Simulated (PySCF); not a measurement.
# A PySCF job on C2H4BCl (SMILES C=CBCl)

Aim: the energy of C2H4BCl.

Program for the calculation: PySCF 2.14.0.

4 further runs of the same task are left out: 4 set aside as unsound or not needed.

## 1. The structure to begin with

C2H4BCl: 8 atoms, total charge 0, spin state singlet. SMILES: `C=CBCl`. Geometry: relaxed at PBE0-D4/def2-TZVP. This is one conformer, not always the lowest.

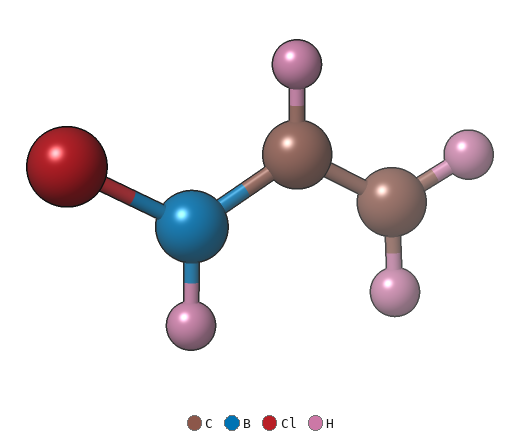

The structure, seen from a chosen angle (carbon brown, boron blue, chlorine red, hydrogen pink).

## 2. The input as written

File job.py:

```python
# C=CBCl
from pyscf import gto, cc

molecule = gto.M(
    atom=[
    ('C', (0.357400, 1.219900, -0.260000)),
    ('C', (0.353800, 0.057700, 0.401100)),
    ('B', (-0.528600, -1.094400, -0.086400)),
    ('Cl', (-0.555100, -2.627600, 0.756600)),
    ('H', (-0.259700, 1.360400, -1.142800)),
    ('H', (0.965100, 2.067000, 0.044900)),
    ('H', (0.984000, -0.048700, 1.281300)),
    ('H', (-1.225000, -0.991500, -1.050400)),
],
    symmetry=True,
    basis='pc-p0s',
    spin=0,
    max_memory=1860,
    verbose=3,
)

mf = molecule.RHF()
mf = mf.x2c()
mf.kernel()

mycc = cc.CCSD(mf, frozen=8).density_fit()
mycc.kernel()
e_t = mycc.ccsd_t()
etot = mycc.e_tot + e_t
print('Final energy', etot)
mf.analyze()
```

Command:

```bash
$ OMP_NUM_THREADS=1 python job.py
```

The log of the run:

```text
pyscf.lib.exceptions.BasisNotFoundError: pc-p0s
```

Wall time 0.48 s (1 thread of AMD EPYC 9R45 (Zen 5), shared host); peak memory 0.11 GiB.

## 3. What went wrong

The input was rejected.

The log says `pyscf.lib.exceptions.BasisNotFoundError: pc-p0s`. The cause is that the input text is malformed or holds a word that the program doesn't know.
